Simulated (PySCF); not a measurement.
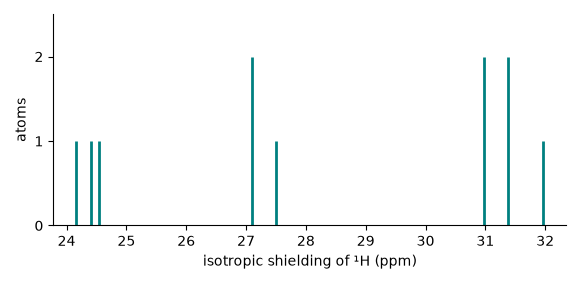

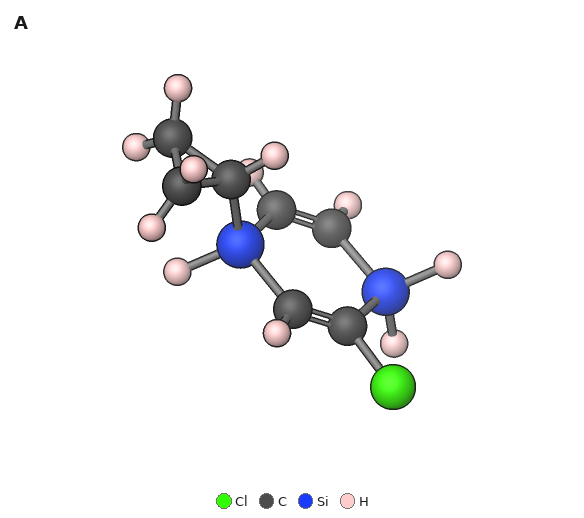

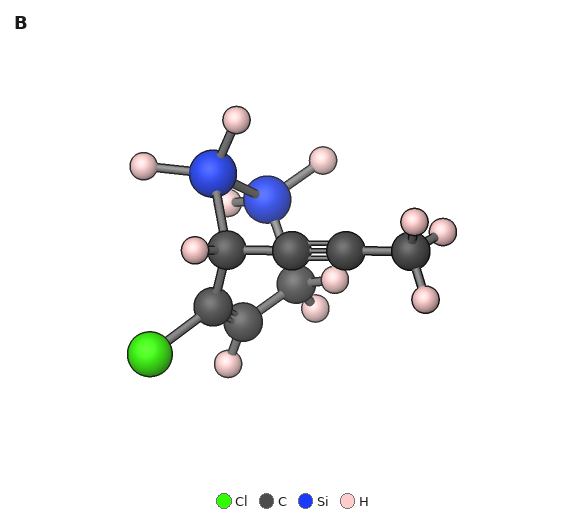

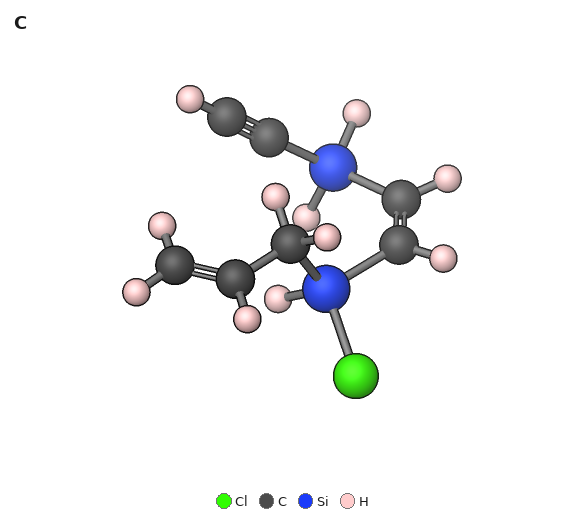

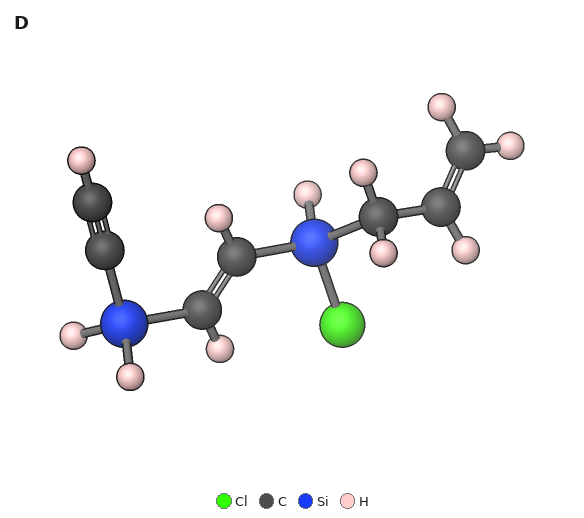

The sticks are computed shieldings of one of the molecules, for one fixed geometry (GFN2-xTB) without averaging over rotations. Low shielding means a high chemical shift. Method: GIAO PBE0/pcSseg-1 NMR shielding, non-relativistic, gas phase (PySCF 2.14.0).

Which molecule gives this pattern?

A, `ClC1=C[Si@@H](C2CC2)C=C[SiH2]1`. Its 11 H atoms give lines at 24.17, 24.40, 24.54, 27.10 (2 atoms), 27.51, 30.98 (2 atoms), 31.38 (2 atoms), 31.96 ppm.

The geometry is semi-empirical. Around Si such bond lengths and angles can be off by a tenth of an ångström or more and by several degrees, and values that hang on the shape move with them.
